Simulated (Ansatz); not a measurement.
Phonon calculation, with input and output: CH₇Al₂N

- system: CH₇Al₂N, SMILES C[N]([AlH2])[AlH2]
- method: RKS PBE0-D4/cc-pVDZ (Ansatz 0.2.0)

It belongs to a series of runs on one base structure; here: vibrations at the highest image of the band. Figures and captions count atoms from 1; the log counts them from 0 in places.

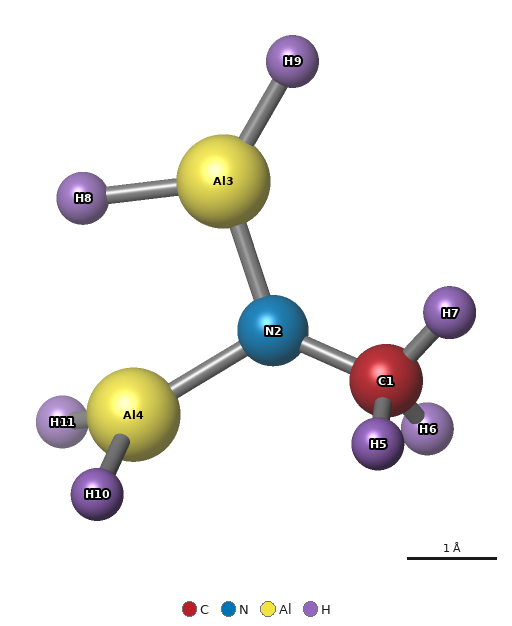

*The input geometry (ball-and-stick view, seen at a tilt; atoms are numbered from 1 in the order of the input). Sticks mark near contacts.*

Bond lengths as drawn: Al–H 1.59 to 1.62 Å, Al–N 1.78 to 1.85 Å, C–H 1.10 to 1.11 Å and C–N 1.45 Å.

The input
```yaml
crystal:
  periodic: [false, false, false]
  atoms:
    - { symbol: C, position_ang: [-0.107897, 1.59468, 0.00083] }
    - { symbol: "N", position_ang: [-0.165025, 0.143082, 0.044467] }
    - { symbol: Al, position_ang: [-0.49489, -0.976736, 1.39279] }
    - { symbol: Al, position_ang: [0.520354, -0.984851, -1.256741] }
    - { symbol: H, position_ang: [0.87652, 1.957892, -0.348593] }
    - { symbol: H, position_ang: [-0.866164, 2.014961, -0.684072] }
    - { symbol: H, position_ang: [-0.285009, 2.047752, 0.991137] }
    - { symbol: H, position_ang: [-0.092489, -2.404022, 0.739369] }
    - { symbol: H, position_ang: [-0.947757, -0.698139, 2.886854] }
    - { symbol: H, position_ang: [2.039686, -0.745344, -1.69728] }
    - { symbol: H, position_ang: [-0.411829, -2.006275, -2.04816] }
basis:
  gaussian: { orbitals: cc-pVDZ }
hamiltonian:
  xc: pbe0
  dispersion: d4
phonons: {}
```

Hardware: 2 threads of Arm Neoverse V1, 24 GiB of memory available, shared host.

Launched with:
```bash
ansatz run input.yaml --threads 2 --pin off --max-ram 3072MiB --backend cpu --events-out ev --progress --plain --runs-dir out
```

The program's output
```
Engine: ansatz 0.2.0, aarch64-unknown-linux-gnu
Functional definition: PBE0
  parameter a = 0.25
  parameter kappa = 0.804
  parameter beta = 0.06672455060314922
  exchange = (1 - a)*pbe_x(kappa = kappa, mu = beta*pi^2/3) + a*exact_x
  correlation = pbe_c(beta = beta)
1082 factors; integrals over basis functions are off by at most 3.7e-4 eV
mean field evaluation 1: about -15817.7771 eV, gradient 5.8e1 eV
mean field evaluation 2: about -15785.0466 eV, gradient 1.2e2 eV
mean field evaluation 4: about -15825.5276 eV, gradient 6.4e0 eV
mean field evaluation 8: about -15825.6545 eV, gradient 6.7e-2 eV
mean field evaluation 16: about -15825.6545 eV, gradient 7.3e-6 eV
mean field -15825.65446505 eV, -581.5820745767 hartree, gradient 7.3e-6 eV, S^2 0.000000; 0 other end points of the search recorded, 0 dependent functions left out
the calculation of the forces begins
reference -15825.65450257 eV, -581.5820759557 hartree; 23, 23 occupied and 76, 76 virtual orbitals, 1082 factors
these checks for a lower state are left out or cut short: stability, starts, cluster_reference, orbital_swaps, neighbouring_geometries, increment
1082 factors; integrals over basis functions are off by at most 3.7e-4 eV
mean field -15825.65429767 eV, -581.5820684258 hartree, gradient 2.4e-6 eV, S^2 0.000000; 0 other end points of the search recorded, 0 dependent functions left out
[... from here on the field's lines of each further geometry are left out, up to the last ...]
the calculation of the forces begins
reference -15825.65447722 eV, -581.5820750239 hartree; 23, 23 occupied and 76, 76 virtual orbitals, 1082 factors
these checks for a lower state are left out or cut short: stability, starts, cluster_reference, orbital_swaps, neighbouring_geometries, increment
1082 factors; integrals over basis functions are off by at most 3.7e-4 eV
mean field -15825.65446572 eV, -581.5820746012 hartree, gradient 1.4e-6 eV, S^2 0.000000; 0 other end points of the search recorded, 0 dependent functions left out
the calculation of the forces begins
reference -15825.65450324 eV, -581.5820759802 hartree; 23, 23 occupied and 76, 76 virtual orbitals, 1082 factors
WARN: phonons: modes at or below zero, which the zero-point energy, F, S and C_V leave out: 1, the lowest at -223.69 cm⁻¹. A minimum has none, and a first-order saddle one
Total energy: -15825.84625938 eV, -581.5891228884 hartree
Atom 0 at    -0.107897     1.594680     0.000830 Å, force     0.000180    -0.000464    -0.000417 eV/Å
Atom 1 at    -0.165025     0.143082     0.044467 Å, force    -0.000814    -0.000614     0.002758 eV/Å
Atom 2 at    -0.494890    -0.976736     1.392790 Å, force     0.000977     0.000980    -0.001342 eV/Å
Atom 3 at     0.520354    -0.984851    -1.256741 Å, force    -0.000283     0.000418    -0.000744 eV/Å
Atom 4 at     0.876520     1.957892    -0.348593 Å, force     0.000505    -0.000211    -0.000247 eV/Å
Atom 5 at    -0.866164     2.014961    -0.684072 Å, force    -0.000427     0.000438    -0.000294 eV/Å
Atom 6 at    -0.285009     2.047752     0.991137 Å, force     0.000224    -0.000046    -0.000106 eV/Å
Atom 7 at    -0.092489    -2.404022     0.739369 Å, force    -0.000455    -0.000319    -0.000089 eV/Å
Atom 8 at    -0.947757    -0.698139     2.886854 Å, force    -0.000286    -0.000179     0.000029 eV/Å
Atom 9 at     2.039686    -0.745344    -1.697280 Å, force    -0.000041     0.000422     0.000140 eV/Å
Atom 10 at    -0.411829    -2.006275    -2.048160 Å, force     0.000418    -0.000426     0.000311 eV/Å
Dipole moment:    -0.098348     0.210116     0.208709 e Å
Vibrations: -223.69 131.05 191.42 199.13 236.92 360.09 445.12 529.46 552.00 591.50 653.15 744.09 781.37 817.61 1121.69 1159.22 1210.40 1437.88 1467.69 1480.59 1811.40 1873.35 1896.33 1931.80 3007.09 3071.51 3092.26 cm⁻¹, zero-point energy 1.908993 eV
```

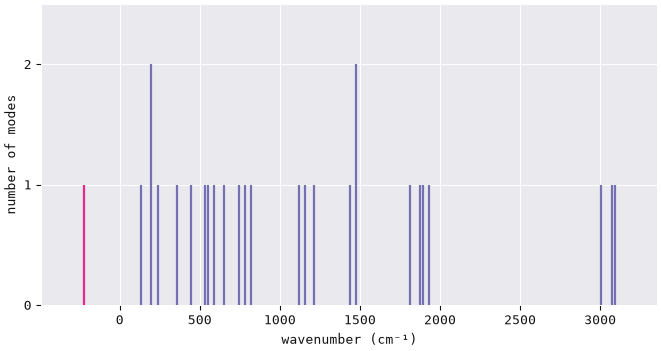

*Harmonic vibrational wavenumbers from the force constants; neighbouring modes closer than 15 cm⁻¹ are counted in one stick, and imaginary ones are drawn at negative wavenumbers.*

27 modes from 224i to 3092 cm⁻¹, 1 imaginary beyond 8i (224i cm⁻¹): a first-order saddle point, if the geometry is stationary.

Summary

- outcome: converged
- total energy: −15825.8463 eV
- mean-field energy: −15825.6545 eV
- largest force (length of the vector): 0.003 eV/Å
- wall time: 2.1 min (CPU time 4.1 min)
- peak memory: 0.21 GiB
